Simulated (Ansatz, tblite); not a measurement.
# Sn27H34 atom sphere (Sn27H34): which spin state is lowest

Is the singlet the ground state of Sn27H34 atom sphere (Sn27H34)? Other spin states are computed and compared level by level.

Computed with Ansatz 0.2.0, Gaussian basis. Level: as each input shows.

Plan: triplet, at the geometry of the singlet (GFN1-xTB, GFN2-xTB, PBE0-D4/def2-SVP, PBE-D4/def2-SVP); the singlet's energies come from earlier runs.

1 further run of the same task is left out (set aside as unsound or not needed). Runs told in other sessions of the task aren't counted.

### 1 The geometry

The geometry is that of the singlet, from an earlier relaxation (r2SCAN-D4/def2-SVP).

61 atoms, charge 0, spin multiplicity 1.

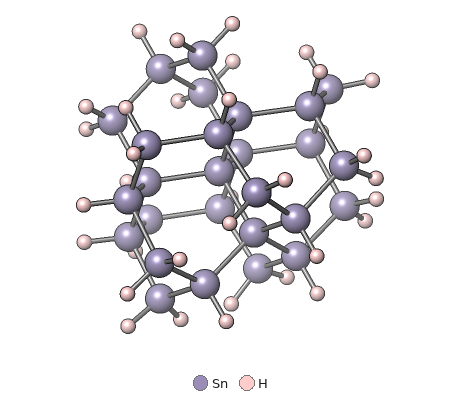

The structure; tin purple, hydrogen pink.

Sn takes a core potential in the def2 sets. No spin-orbit coupling is included.

### 2 Triplet at the fixed geometry, GFN1-xTB

Tight binding, by tblite at 300 K electronic temperature and without a spin-polarisation term:

```python
tblite.interface.Calculator('GFN1-xTB', numbers, positions, charge=0, uhf=2).singlepoint()
```

Energy -2356.7949 eV; 0.89 s.

### 3 Triplet at the fixed geometry, GFN2-xTB

Tight binding, by tblite at 300 K electronic temperature and without a spin-polarisation term:

```python
tblite.interface.Calculator('GFN2-xTB', numbers, positions, charge=0, uhf=2).singlepoint()
```

Energy -2034.7033 eV; 1.9 s.

### 4 Triplet at the fixed geometry, PBE0-D4/def2-SVP

in.yaml

```yaml
crystal:
  periodic: [false, false, false]
  atoms:
    - {symbol: Sn, position_ang: [0.004160, -5.284209, -1.272059]}
    - {symbol: Sn, position_ang: [-2.287907, -3.976719, -0.337964]}
    - {symbol: Sn, position_ang: [-2.464147, -3.964870, 2.467036]}
    - {symbol: Sn, position_ang: [-2.279892, -1.315682, -4.115430]}
    - {symbol: Sn, position_ang: [-2.304507, -1.331125, -1.298460]}
    - {symbol: Sn, position_ang: [-4.589782, 0.000832, -0.336648]}
    - {symbol: Sn, position_ang: [-2.299382, -1.330024, 3.417018]}
    - {symbol: Sn, position_ang: [-4.666693, -0.160267, 2.468268]}
    - {symbol: Sn, position_ang: [-4.580233, 2.639934, -1.269447]}
    - {symbol: Sn, position_ang: [2.295163, -3.973255, -0.340422]}
    - {symbol: Sn, position_ang: [2.473254, -3.961100, 2.464373]}
    - {symbol: Sn, position_ang: [2.276320, -1.315971, -4.119451]}
    - {symbol: Sn, position_ang: [-0.002599, -0.001706, -5.079360]}
    - {symbol: Sn, position_ang: [2.305484, -1.328459, -1.302518]}
    - {symbol: Sn, position_ang: [0.000552, 0.001349, -0.353841]}
    - {symbol: Sn, position_ang: [2.302998, -1.326828, 3.415583]}
    - {symbol: Sn, position_ang: [0.000615, 0.001192, 2.481261]}
    - {symbol: Sn, position_ang: [0.001091, 2.629287, -4.119834]}
    - {symbol: Sn, position_ang: [-0.001644, 2.662361, -1.302795]}
    - {symbol: Sn, position_ang: [-2.299837, 3.971712, -0.340933]}
    - {symbol: Sn, position_ang: [-0.001151, 2.658881, 3.415735]}
    - {symbol: Sn, position_ang: [-2.200888, 4.117825, 2.464110]}
    - {symbol: Sn, position_ang: [4.588928, 0.007012, -0.341329]}
    - {symbol: Sn, position_ang: [4.666673, -0.152138, 2.463716]}
    - {symbol: Sn, position_ang: [4.575314, 2.646709, -1.272509]}
    - {symbol: Sn, position_ang: [2.294550, 3.975278, -0.340713]}
    - {symbol: Sn, position_ang: [2.195249, 4.122730, 2.464294]}
    - {symbol: H, position_ang: [0.005429, -6.937615, -0.788691]}
    - {symbol: H, position_ang: [0.003246, -5.249912, -2.995177]}
    - {symbol: H, position_ang: [-3.687401, -4.777198, -0.962264]}
    - {symbol: H, position_ang: [-3.995698, -4.606287, 2.929112]}
    - {symbol: H, position_ang: [-1.263740, -4.985615, 3.156832]}
    - {symbol: H, position_ang: [-2.320442, -2.937583, -4.696334]}
    - {symbol: H, position_ang: [-3.704389, -0.538136, -4.694920]}
    - {symbol: H, position_ang: [-5.980908, -0.812926, -0.962542]}
    - {symbol: H, position_ang: [-2.289610, -1.324897, 5.145473]}
    - {symbol: H, position_ang: [-5.985477, -1.169379, 2.929910]}
    - {symbol: H, position_ang: [-4.952887, 1.388381, 3.160043]}
    - {symbol: H, position_ang: [-4.552442, 2.622124, -2.992616]}
    - {symbol: H, position_ang: [-6.010756, 3.465855, -0.781129]}
    - {symbol: H, position_ang: [3.694680, -4.771436, -0.968005]}
    - {symbol: H, position_ang: [1.274932, -4.982954, 3.155931]}
    - {symbol: H, position_ang: [4.006870, -4.598815, 2.923907]}
    - {symbol: H, position_ang: [2.313453, -2.939134, -4.697105]}
    - {symbol: H, position_ang: [3.700163, -0.540041, -4.702288]}
    - {symbol: H, position_ang: [-0.003838, -0.002178, -6.807275]}
    - {symbol: H, position_ang: [2.295215, -1.322533, 5.144081]}
    - {symbol: H, position_ang: [-1.380579, 3.477705, -4.703093]}
    - {symbol: H, position_ang: [1.389362, 3.470210, -4.698842]}
    - {symbol: H, position_ang: [-2.294469, 5.583302, -0.967182]}
    - {symbol: H, position_ang: [-0.001474, 2.650059, 5.144240]}
    - {symbol: H, position_ang: [-3.684432, 3.586295, 3.154016]}
    - {symbol: H, position_ang: [-1.992830, 5.765301, 2.926107]}
    - {symbol: H, position_ang: [5.981457, -0.804170, -0.967307]}
    - {symbol: H, position_ang: [5.989239, -1.156288, 2.925720]}
    - {symbol: H, position_ang: [4.949362, 1.398161, 3.153747]}
    - {symbol: H, position_ang: [4.546265, 2.630401, -2.995631]}
    - {symbol: H, position_ang: [6.006157, 3.473827, -0.786871]}
    - {symbol: H, position_ang: [2.286400, 5.586634, -0.967498]}
    - {symbol: H, position_ang: [3.680000, 3.596615, 3.155287]}
    - {symbol: H, position_ang: [1.982454, 5.769777, 2.925483]}
basis:
  gaussian: {orbitals: def2-SVP, fitting: {mean_field: def2-universal-jkfit}}
magnetization: {spin_polarized: true, initial_magnetization: 2}
hamiltonian: {xc: pbe0, dispersion: d4}
scf: {omitted_lower_state_checks: [starts]}
output: {orbitals: {seedname: orbitals}}
```

Started as:

```sh
ansatz run in.yaml --threads 11 --pin off --events-out ev --progress --plain --max-ram 174080MiB --backend cuda --devices 0, --max-vram 75GiB
```

Standard output:

```text
Functional definition: PBE0
  name "PBE0"
  cite "Adamo & Barone, J. Chem. Phys. 110, 6158 (1999) doi:10.1063/1.478522"
  cite "Perdew, Burke & Ernzerhof, Phys. Rev. Lett. 77, 3865 (1996) doi:10.1103/PhysRevLett.77.3865"
  parent pbe
  parameter a = 0.25
  parameter kappa = 0.804
  parameter beta = 0.06672455060314922
  exchange = (1 - a)*pbe_x(kappa = kappa, mu = beta*pi^2/3) + a*exact_x
  correlation = pbe_c(beta = beta)
these checks for a lower state are left out or cut short: starts
6498 factors; integrals over basis functions are off by at most 3.2e-1 eV
mean field evaluation 1: about -158017.6752 eV, gradient 2.2e1 eV
mean field evaluation 2: about -158013.1845 eV, gradient 3.2e1 eV
mean field evaluation 4: about -158020.7038 eV, gradient 4.6e0 eV
mean field evaluation 8: about -158020.8855 eV, gradient 7.6e-1 eV
mean field evaluation 16: about -158020.9204 eV, gradient 3.8e-2 eV
mean field evaluation 32: about -158020.9207 eV, gradient 4.7e-4 eV
mean field -158020.92071926 eV, -5807.1617260059 hartree, gradient 3.9e-6 eV, S^2 2.004986; 0 other end points of the search recorded, 0 dependent functions left out
reference -158020.92082850 eV, -5807.1617300202 hartree; 315, 313 occupied and 557, 559 virtual orbitals, 6498 factors
Total energy: -158025.75278086 eV, -5807.3393009943 hartree
Checks for a lower state left out: starts
```

Wall time 50 s (1 × H100 with 11 threads of AMD EPYC 7R13, shared host); peak host memory 1.8 GiB.

HOMO -3.25 eV, LUMO -5.44 eV (over both spins; with the spin held, an empty level of the minority spin lies below the top filled one); ⟨S²⟩ 2.005 (pure: 2.00).

### 5 Triplet at the fixed geometry, PBE-D4/def2-SVP

start.molden holds the orbitals of an earlier run on this state, given as this run's starting guess.

in.yaml, as its differences from that of step 4:

```diff
@@ -65,5 +65,5 @@
 basis:
-  gaussian: {orbitals: def2-SVP, fitting: {mean_field: def2-universal-jkfit}}
+  gaussian: {orbitals: def2-SVP, fitting: {mean_field: def2-universal-jkfit}, initial_orbitals: start.molden}
 magnetization: {spin_polarized: true, initial_magnetization: 2}
-hamiltonian: {xc: pbe0, dispersion: d4}
+hamiltonian: {xc: pbe, dispersion: d4}
 scf: {omitted_lower_state_checks: [starts]}
```

Launched as before.

Standard output:

```text
Functional definition: PBE
  name "PBE"
  cite "Perdew, Burke & Ernzerhof, Phys. Rev. Lett. 77, 3865 (1996) doi:10.1103/PhysRevLett.77.3865"
  parent pbe
  parameter kappa = 0.804
  parameter beta = 0.06672455060314922
  exchange = pbe_x(kappa = kappa, mu = beta*pi^2/3)
  correlation = pbe_c(beta = beta)
these checks for a lower state are left out or cut short: starts
6498 factors; integrals over basis functions are off by at most 3.2e-1 eV
mean field evaluation 1: about -158011.1862 eV, gradient 1.0e1 eV
mean field evaluation 2: about -158012.0907 eV, gradient 7.6e-1 eV
mean field evaluation 4: about -158012.1152 eV, gradient 2.5e-1 eV
mean field evaluation 8: about -158012.1234 eV, gradient 1.4e-2 eV
mean field evaluation 16: about -158012.1235 eV, gradient 3.1e-5 eV
mean field -158012.12346020 eV, -5806.8384326983 hartree, gradient 3.7e-6 eV, S^2 2.001487; 0 other end points of the search recorded, 0 dependent functions left out
reference -158012.12360639 eV, -5806.8384380706 hartree; 315, 313 occupied and 557, 559 virtual orbitals, 6498 factors
Total energy: -158017.27894189 eV, -5807.0278931560 hartree
Checks for a lower state left out: starts
```

Run time: 35 s. Hardware: 1 × H100 with 11 threads of AMD EPYC 7R13, shared host; peak host memory 1.8 GiB.

From the report: HOMO -2.96 eV, LUMO -5.59 eV (over both spins; with the spin held, an empty level of the minority spin lies below the top filled one); ⟨S²⟩ 2.001 (pure: 2.00).

### 6 Triplet less singlet, vertical

The singlet's energies are those of its earlier runs, whose logs aren't repeated here.

| level | triplet less singlet, vertical (kcal/mol) | time |
| --- | --- | --- |
| GFN1-xTB | +31.6 | 1.6 s |
| GFN2-xTB | +19.8 | 3.6 s |
| PBE-D4/def2-SVP | +61.6 | 44 s |
| PBE0-D4/def2-SVP | +74.2 | 61 s |

Times add the two runs; a level without a time comes out of a correlated run. Tight binding without a spin term can't rank spin states.

### 7 Results

```
                                               quantity                                       value
triplet less singlet, vertical, functionals in def2-SVP  +61.6 (PBE-D4) to +74.2 kcal/mol (PBE0-D4)
```

**Reading.** All functionals put the triplet above the singlet, over a spread of 12.6 kcal/mol. The checks for a lower triplet were left out, so another state of that spin may lie lower. These are electronic energies, without zero-point motion, entropy or surroundings.
